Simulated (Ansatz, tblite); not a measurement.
# The cluster Si2Ge: charged states by level of theory

Aim: the energy of removing and adding an electron for the cluster Si2Ge, by energy differences, and how well orbital energies stand in for it.

Method: as each input shows; program: Ansatz 0.2.0, Gaussian basis.

Plan: charge +1 doublet, at the geometry of the singlet (PBE0-D4/def2-TZVP, PBE-D4/def2-TZVP, r2SCAN-D4/def2-TZVP, CCSD(T)/def2-TZVPP); charge -1 doublet, at the geometry of the singlet (PBE0-D4/def2-TZVPD, PBE-D4/def2-TZVPD, r2SCAN-D4/def2-TZVPD, CCSD(T)/def2-TZVPD); the starting singlet's energies come from earlier runs.

### Step 1. The relaxed structure

The geometry is that of the singlet, from an earlier relaxation (PBE0-D4/def2-TZVP). At that level it is the lowest of the isomers that a small search found.

3 atoms, charge 0, spin multiplicity 1.

Atoms are counted from 1 here; the program's logs count them from 0.

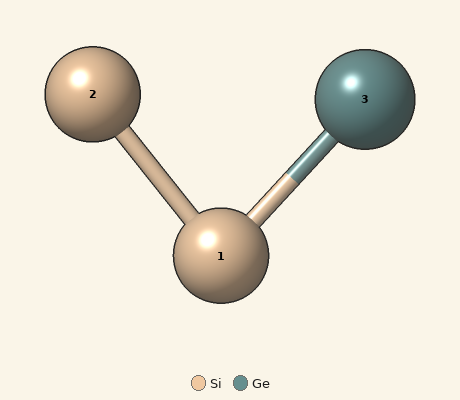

The geometry (silicon light orange, germanium teal); atoms are numbered from 1 in the order of the file.

Coordinates:

```xyz
3
GeSi2
Si   -0.03373    0.08817    1.11215
Si    0.81920    1.14469   -0.58317
Ge   -0.78547   -1.23287   -0.52897
```

### Step 2. Charge +1 doublet at the fixed geometry, PBE0-D4/def2-TZVP

in.yaml

```yaml
crystal:
  periodic: [false, false, false]
  atoms:
    - {symbol: Si, position_ang: [-0.033733, 0.088169, 1.112147]}
    - {symbol: Si, position_ang: [0.819200, 1.144694, -0.583174]}
    - {symbol: Ge, position_ang: [-0.785467, -1.232874, -0.528973]}
basis:
  gaussian: {orbitals: def2-TZVP}
total_charge: 1
magnetization: {spin_polarized: true, initial_magnetization: 1}
hamiltonian: {xc: pbe0, dispersion: d4}
output: {orbitals: {seedname: orbitals}}
```

Started as:

```
ansatz run in.yaml --threads 4 --pin off --events-out ev --progress --plain --max-ram 3916MiB
```

Output:

```text
Functional definition: PBE0
  name "PBE0"
  cite "Adamo & Barone, J. Chem. Phys. 110, 6158 (1999) doi:10.1063/1.478522"
  cite "Perdew, Burke & Ernzerhof, Phys. Rev. Lett. 77, 3865 (1996) doi:10.1103/PhysRevLett.77.3865"
  parent pbe
  parameter a = 0.25
  parameter kappa = 0.804
  parameter beta = 0.06672455060314922
  exchange = (1 - a)*pbe_x(kappa = kappa, mu = beta*pi^2/3) + a*exact_x
  correlation = pbe_c(beta = beta)
937 factors; their error is unknown
mean field evaluation 1: about -72245.2073 eV, gradient 2.4e1 eV
mean field evaluation 2: about -72237.8354 eV, gradient 3.8e1 eV
mean field evaluation 4: about -72248.9801 eV, gradient 4.1e0 eV
mean field evaluation 8: about -72249.1166 eV, gradient 1.6e-1 eV
mean field evaluation 16: about -72249.4643 eV, gradient 1.6e-2 eV
mean field evaluation 32: about -72249.4644 eV, gradient 5.1e-5 eV
mean field -72249.46442201 eV, -2655.1188450631 hartree, gradient 4.0e-6 eV, S^2 0.823296; 5 other end points of the search recorded, 0 dependent functions left out
reference -72249.46444530 eV, -2655.1188459190 hartree; 30, 29 occupied and 92, 93 virtual orbitals, 937 factors
Total energy: -72249.57696811 eV, -2655.1229810557 hartree
```

It took 5.5 s on 4 threads of Arm Neoverse V2, shared host.

Report: HOMO -12.15 eV, LUMO -9.89 eV (over both spins); ⟨S²⟩ 0.823 (pure: 0.75).

### Step 3. Charge +1 doublet at the fixed geometry, PBE-D4/def2-TZVP

start.molden holds the orbitals of an earlier run on this state, given as this run's starting guess.

Changes to in.yaml since step 2:

```diff
@@ -7,6 +7,7 @@
 basis:
-  gaussian: {orbitals: def2-TZVP}
+  gaussian: {orbitals: def2-TZVP, initial_orbitals: start.molden}
 total_charge: 1
 magnetization: {spin_polarized: true, initial_magnetization: 1}
-hamiltonian: {xc: pbe0, dispersion: d4}
+hamiltonian: {xc: pbe, dispersion: d4}
+scf: {omitted_lower_state_checks: [starts]}
 output: {orbitals: {seedname: orbitals}}
```

Launched as before.

Output:

```text
Functional definition: PBE
  name "PBE"
  cite "Perdew, Burke & Ernzerhof, Phys. Rev. Lett. 77, 3865 (1996) doi:10.1103/PhysRevLett.77.3865"
  parent pbe
  parameter kappa = 0.804
  parameter beta = 0.06672455060314922
  exchange = pbe_x(kappa = kappa, mu = beta*pi^2/3)
  correlation = pbe_c(beta = beta)
these checks for a lower state are left out or cut short: starts
862 factors; their error is unknown
mean field evaluation 1: about -72247.0331 eV, gradient 8.0e0 eV
mean field evaluation 2: about -72247.1289 eV, gradient 1.6e-1 eV
mean field evaluation 4: about -72247.1146 eV, gradient 2.9e-2 eV
mean field evaluation 8: about -72247.1147 eV, gradient 1.9e-5 eV
mean field -72247.11465339 eV, -2655.0324926588 hartree, gradient 1.9e-5 eV, S^2 0.767314; 0 other end points of the search recorded, 0 dependent functions left out
reference -72247.11468437 eV, -2655.0324937974 hartree; 30, 29 occupied and 92, 93 virtual orbitals, 862 factors
Total energy: -72247.24836385 eV, -2655.0374064276 hartree
Checks for a lower state left out: starts
```

It took 1.7 s on 4 threads of Arm Neoverse V2, shared host.

HOMO -11.36 eV, LUMO -10.68 eV (over both spins); ⟨S²⟩ 0.767 (pure: 0.75).

### Step 4. Charge +1 doublet at the fixed geometry, r2SCAN-D4/def2-TZVP

Changes to in.yaml since step 3:

```diff
@@ -10,3 +10,3 @@
 magnetization: {spin_polarized: true, initial_magnetization: 1}
-hamiltonian: {xc: pbe, dispersion: d4}
+hamiltonian: {xc: r2scan, dispersion: d4}
 scf: {omitted_lower_state_checks: [starts]}
```

Same command.

Output:

```text
Functional definition: r2SCAN
  name "r2SCAN"
  cite "Furness, Kaplan, Ning, Perdew & Sun, J. Phys. Chem. Lett. 11, 8208 (2020) doi:10.1021/acs.jpclett.0c02405"
  cite "Furness, Kaplan, Ning, Perdew & Sun, J. Phys. Chem. Lett. 11, 9248 (2020) doi:10.1021/acs.jpclett.0c03077"
  parent r2scan
  parameter k0 = 0.174
  parameter k1 = 0.065
  parameter a1 = 4.9479
  exchange = r2scan_x(k0 = k0, k1 = k1, a1 = a1)
  correlation = r2scan_c
these checks for a lower state are left out or cut short: starts
862 factors; their error is unknown
mean field evaluation 1: about -72261.3978 eV, gradient 5.6e0 eV
mean field evaluation 2: about -72261.4446 eV, gradient 8.5e-2 eV
mean field evaluation 4: about -72261.4266 eV, gradient 1.1e-2 eV
mean field evaluation 8: about -72261.4266 eV, gradient 2.0e-5 eV
mean field -72261.42660798 eV, -2655.5584472892 hartree, gradient 2.0e-5 eV, S^2 0.871473; 0 other end points of the search recorded, 0 dependent functions left out
reference -72261.42662034 eV, -2655.5584477434 hartree; 30, 29 occupied and 92, 93 virtual orbitals, 862 factors
Total energy: -72261.45014640 eV, -2655.5593123101 hartree
Checks for a lower state left out: starts
```

It took 4.7 s on 4 threads of Arm Neoverse V2, shared host.

From the report: HOMO -11.62 eV, LUMO -10.52 eV (over both spins); ⟨S²⟩ 0.871 (pure: 0.75).

### Step 5. Charge +1 doublet at the fixed geometry, CCSD(T)/def2-TZVPP

in.yaml

```yaml
crystal:
  periodic: [false, false, false]
  atoms:
    - {symbol: Si, position_ang: [-0.033733, 0.088169, 1.112147]}
    - {symbol: Si, position_ang: [0.819200, 1.144694, -0.583174]}
    - {symbol: Ge, position_ang: [-0.785467, -1.232874, -0.528973]}
basis:
  gaussian: {orbitals: def2-TZVPP, initial_orbitals: start.molden}
total_charge: 1
magnetization: {spin_polarized: true, initial_magnetization: 1}
correlation: {method: ccsd_t}
scf: {omitted_lower_state_checks: [starts, cluster_reference]}
output: {orbitals: {seedname: orbitals}}
```

Same command.

Output (excerpt; [...] marks lines left out):

```text
Functional definition: HF
  name "HF"
  cite "Fock, Z. Phys. 61, 126 (1930) doi:10.1007/BF01340294"
  parent pbe
[...]
828 factors; integrals over basis functions are off by at most 1.1e-3 eV
[...]
mean field -72188.67725287 eV, -2652.8849578000 hartree, gradient 4.0e-6 eV, S^2 1.565175; 1 other end points of the search recorded, 0 dependent functions left out
19 core orbitals not correlated: weight in the atoms' cores, before any rotation towards them, 1.000 or more for the frozen orbitals, at most 0.000 for the correlated occupied ones
reference -72188.67725287 eV, -2652.8849578000 hartree; 11, 10 occupied and 102, 103 virtual orbitals, 828 factors
second order -10.01120946 eV of doubles, -0.00000000 eV of singles
cycle   1  -10.14860833 eV  change   -1.4e-1 eV  update   1.4e-1
[...]
cycle  24  -11.09896922 eV  change    1.0e-5 eV  update   2.0e-5
perturbative correction -0.85694977 eV, -0.0314923233 hartree
Total energy: -72200.63317186 eV, -2653.3243297191 hartree
Checks for a lower state left out: starts, cluster_reference
```

Run time: 27 s. Hardware: 4 threads of Arm Neoverse V2, shared host; peak memory 1.2 GiB.

From the report: Hartree-Fock HOMO -13.82 eV, LUMO -6.33 eV (over both spins); ⟨S²⟩ 1.565 (pure: 0.75); T1 0.101; the next solution that the search met lies 0.049 eV higher. Doubts: large T1 diagnostic, spin contamination.

### Step 6. Vertical ionisation energy

Charged state less starting state, singlet to doublet; the starting state's energies are those of its earlier runs.

```tsv
level	vertical ionisation energy (eV)	time
HF/def2-TZVPP†	+6.96	
PBE-D4/def2-TZVP	+8.00	2.4 s
r2SCAN-D4/def2-TZVP	+8.05	6.6 s
PBE0-D4/def2-TZVP	+8.05	6.5 s
MP2/def2-TZVPP†	+8.91	
CCSD/def2-TZVPP†	+8.12	
CCSD(T)/def2-TZVPP†	+8.17	31 s
```

Times add the two runs; a level without a time comes out of a correlated run. † marks a level with a doubtful state (flagged, unstable, out of aufbau order, or strongly spin-contaminated); such levels are left out of the summary. CCSD(T)/def2-TZVPP is no safe reference here (large T1 diagnostic, spin contamination).

Beside −ε(HOMO) of the starting state:

```tsv
level	−ε(HOMO) (eV)	by difference (eV)	mismatch (eV)
PBE-D4/def2-TZVP	5.30	8.00	-2.70
r2SCAN-D4/def2-TZVP	5.51	8.05	-2.54
PBE0-D4/def2-TZVP	6.19	8.05	-1.86
```

### Step 7. Charge -1 doublet at the fixed geometry, PBE0-D4/def2-TZVPD

in.yaml

```yaml
crystal:
  periodic: [false, false, false]
  atoms:
    - {symbol: Si, position_ang: [-0.033733, 0.088169, 1.112147]}
    - {symbol: Si, position_ang: [0.819200, 1.144694, -0.583174]}
    - {symbol: Ge, position_ang: [-0.785467, -1.232874, -0.528973]}
basis:
  gaussian: {orbitals: def2-TZVPD}
total_charge: -1
magnetization: {spin_polarized: true, initial_magnetization: 1}
hamiltonian: {xc: pbe0, dispersion: d4}
output: {orbitals: {seedname: orbitals}}
```

The command is unchanged.

Output:

```text
Functional definition: PBE0
  name "PBE0"
  cite "Adamo & Barone, J. Chem. Phys. 110, 6158 (1999) doi:10.1063/1.478522"
  cite "Perdew, Burke & Ernzerhof, Phys. Rev. Lett. 77, 3865 (1996) doi:10.1103/PhysRevLett.77.3865"
  parent pbe
  parameter a = 0.25
  parameter kappa = 0.804
  parameter beta = 0.06672455060314922
  exchange = (1 - a)*pbe_x(kappa = kappa, mu = beta*pi^2/3) + a*exact_x
  correlation = pbe_c(beta = beta)
1018 factors; their error is unknown
mean field evaluation 1: about -72258.6408 eV, gradient 1.4e1 eV
mean field evaluation 2: about -72256.3799 eV, gradient 2.4e1 eV
mean field evaluation 4: about -72259.2027 eV, gradient 1.7e0 eV
mean field evaluation 8: about -72259.2331 eV, gradient 5.6e-2 eV
mean field evaluation 16: about -72259.4783 eV, gradient 1.2e-3 eV
mean field evaluation 32: about -72259.3020 eV, gradient 1.5e0 eV
mean field -72259.47833657 eV, -2655.4868496354 hartree, gradient 3.6e-5 eV, S^2 0.765007; 6 other end points of the search recorded, 0 dependent functions left out
reference -72259.47836196 eV, -2655.4868505683 hartree; 31, 30 occupied and 109, 110 virtual orbitals, 1018 factors
Total energy: -72259.60718332 eV, -2655.4915846661 hartree
```

Run time: 4.9 s. Hardware: 4 threads of Arm Neoverse V2, shared host.

HOMO -0.28 eV, LUMO 1.94 eV (over both spins); ⟨S²⟩ 0.765 (pure: 0.75).

### Step 8. Charge -1 doublet at the fixed geometry, PBE-D4/def2-TZVPD

Changes to in.yaml since step 7:

```diff
@@ -7,6 +7,7 @@
 basis:
-  gaussian: {orbitals: def2-TZVPD}
+  gaussian: {orbitals: def2-TZVPD, initial_orbitals: start.molden}
 total_charge: -1
 magnetization: {spin_polarized: true, initial_magnetization: 1}
-hamiltonian: {xc: pbe0, dispersion: d4}
+hamiltonian: {xc: pbe, dispersion: d4}
+scf: {omitted_lower_state_checks: [starts]}
 output: {orbitals: {seedname: orbitals}}
```

The command is unchanged.

Output:

```text
Functional definition: PBE
  name "PBE"
  cite "Perdew, Burke & Ernzerhof, Phys. Rev. Lett. 77, 3865 (1996) doi:10.1103/PhysRevLett.77.3865"
  parent pbe
  parameter kappa = 0.804
  parameter beta = 0.06672455060314922
  exchange = pbe_x(kappa = kappa, mu = beta*pi^2/3)
  correlation = pbe_c(beta = beta)
these checks for a lower state are left out or cut short: starts
923 factors; their error is unknown
mean field evaluation 1: about -72256.8821 eV, gradient 8.1e0 eV
mean field evaluation 2: about -72256.9768 eV, gradient 1.4e-1 eV
mean field evaluation 4: about -72256.9724 eV, gradient 1.8e-3 eV
mean field evaluation 8: about -72256.9724 eV, gradient 1.0e-5 eV
mean field -72256.97244355 eV, -2655.3947597654 hartree, gradient 1.0e-5 eV, S^2 0.756988; 0 other end points of the search recorded, 0 dependent functions left out
reference -72256.97247686 eV, -2655.3947609895 hartree; 31, 30 occupied and 109, 110 virtual orbitals, 923 factors
Total energy: -72257.12552110 eV, -2655.4003852617 hartree
Checks for a lower state left out: starts
```

Run time: 1.8 s. Hardware: 4 threads of Arm Neoverse V2, shared host.

HOMO 0.54 eV, LUMO 1.25 eV (over both spins); ⟨S²⟩ 0.757 (pure: 0.75). Doubts: highest occupied level lies above zero.

### Step 9. Charge -1 doublet at the fixed geometry, r2SCAN-D4/def2-TZVPD

Changes to in.yaml since step 8:

```diff
@@ -10,3 +10,3 @@
 magnetization: {spin_polarized: true, initial_magnetization: 1}
-hamiltonian: {xc: pbe, dispersion: d4}
+hamiltonian: {xc: r2scan, dispersion: d4}
 scf: {omitted_lower_state_checks: [starts]}
```

Launched as before.

Output:

```text
Functional definition: r2SCAN
  name "r2SCAN"
  cite "Furness, Kaplan, Ning, Perdew & Sun, J. Phys. Chem. Lett. 11, 8208 (2020) doi:10.1021/acs.jpclett.0c02405"
  cite "Furness, Kaplan, Ning, Perdew & Sun, J. Phys. Chem. Lett. 11, 9248 (2020) doi:10.1021/acs.jpclett.0c03077"
  parent r2scan
  parameter k0 = 0.174
  parameter k1 = 0.065
  parameter a1 = 4.9479
  exchange = r2scan_x(k0 = k0, k1 = k1, a1 = a1)
  correlation = r2scan_c
these checks for a lower state are left out or cut short: starts
923 factors; their error is unknown
mean field evaluation 1: about -72271.4697 eV, gradient 5.6e0 eV
mean field evaluation 2: about -72271.5103 eV, gradient 7.8e-2 eV
mean field evaluation 4: about -72271.5035 eV, gradient 4.1e-4 eV
mean field evaluation 8: about -72271.5035 eV, gradient 2.5e-5 eV
mean field -72271.50352878 eV, -2655.9287672981 hartree, gradient 2.5e-5 eV, S^2 0.766105; 0 other end points of the search recorded, 0 dependent functions left out
reference -72271.50354659 eV, -2655.9287679526 hartree; 31, 30 occupied and 109, 110 virtual orbitals, 923 factors
Total energy: -72271.53048369 eV, -2655.9297578728 hartree
Checks for a lower state left out: starts
```

It took 4.9 s on 4 threads of Arm Neoverse V2, shared host.

Report: HOMO 0.26 eV, LUMO 1.44 eV (over both spins); ⟨S²⟩ 0.766 (pure: 0.75). Doubts: highest occupied level lies above zero.

### Step 10. Charge -1 doublet at the fixed geometry, CCSD(T)/def2-TZVPD

Changes to in.yaml since step 9:

```diff
@@ -10,4 +10,4 @@
 magnetization: {spin_polarized: true, initial_magnetization: 1}
-hamiltonian: {xc: r2scan, dispersion: d4}
-scf: {omitted_lower_state_checks: [starts]}
+correlation: {method: ccsd_t}
+scf: {omitted_lower_state_checks: [starts, cluster_reference]}
 output: {orbitals: {seedname: orbitals}}
```

Launched as before.

Output (excerpt; [...] marks lines left out):

```text
Functional definition: HF
  name "HF"
  cite "Fock, Z. Phys. 61, 126 (1930) doi:10.1007/BF01340294"
  parent pbe
[...]
869 factors; integrals over basis functions are off by at most 1.1e-3 eV
[...]
mean field -72197.14368272 eV, -2653.1960933585 hartree, gradient 1.9e-6 eV, S^2 1.021609; 0 other end points of the search recorded, 0 dependent functions left out
19 core orbitals not correlated: weight in the atoms' cores, before any rotation towards them, 1.000 or more for the frozen orbitals, at most 0.000 for the correlated occupied ones
reference -72197.14368272 eV, -2653.1960933585 hartree; 12, 11 occupied and 109, 110 virtual orbitals, 869 factors
second order -12.02456155 eV of doubles, -0.00000000 eV of singles
cycle   1  -11.83278266 eV  change    1.9e-1 eV  update   1.4e-1
[...]
cycle  17  -12.52996848 eV  change   -7.3e-6 eV  update   1.0e-5
perturbative correction -0.91439515 eV, -0.0336034021 hartree
Total energy: -72210.58804636 eV, -2653.6901646092 hartree
Checks for a lower state left out: starts, cluster_reference
```

It took 14 s on 4 threads of Arm Neoverse V2, shared host; peak memory 1.1 GiB.

Hartree-Fock HOMO -2.15 eV, LUMO 4.69 eV (over both spins); ⟨S²⟩ 1.022 (pure: 0.75); T1 0.043. Doubts: spin contamination.

### Step 11. Vertical electron affinity

Starting state less charged state (positive: the electron is bound), singlet to doublet; the starting state's energies are those of its earlier runs.

```tsv
level	vertical electron affinity (eV)	time
HF/def2-TZVPD†	+1.48	
PBE-D4/def2-TZVPD	+1.85	2.7 s
r2SCAN-D4/def2-TZVPD	+2.01	7.1 s
PBE0-D4/def2-TZVPD	+1.95	6.2 s
MP2/def2-TZVPD†	+1.56	
CCSD/def2-TZVPD†	+1.77	
CCSD(T)/def2-TZVPD†	+1.77	19 s
```

Times add the two runs; a level without a time comes out of a correlated run. † marks a level with a doubtful state (flagged, unstable, out of aufbau order, or strongly spin-contaminated); such levels are left out of the summary. CCSD(T)/def2-TZVPD is no safe reference here (large T1 diagnostic, spin contamination).

Beside −ε(LUMO) of the starting state:

```tsv
level	−ε(LUMO) (eV)	by difference (eV)	mismatch (eV)
PBE-D4/def2-TZVPD	4.27	1.85	+2.42
r2SCAN-D4/def2-TZVPD	4.28	2.01	+2.27
PBE0-D4/def2-TZVPD	3.61	1.95	+1.66
```

### Step 12. Results

```
                                             quantity                                 value
 vertical ionisation energy, functionals in def2-TZVP    8.00 (PBE-D4) to 8.05 eV (PBE0-D4)
vertical electron affinity, functionals in def2-TZVPD  1.85 (PBE-D4) to 2.01 eV (r2SCAN-D4)
```

**Reading.** The vertical ionisation energy spans 8.00 to 8.05 eV over the functionals. −ε(HOMO) misses the level's own difference by -1.86 eV at best (PBE0-D4) and -2.70 eV at worst (PBE-D4). The vertical electron affinity spans 1.85 to 2.01 eV over the functionals. The anion's highest level lies above zero where self-interaction lifts it, so diffuse functions weigh on these values. −ε(LUMO) misses the level's own difference by +1.66 eV at best (PBE0-D4) and +2.42 eV at worst (PBE-D4).
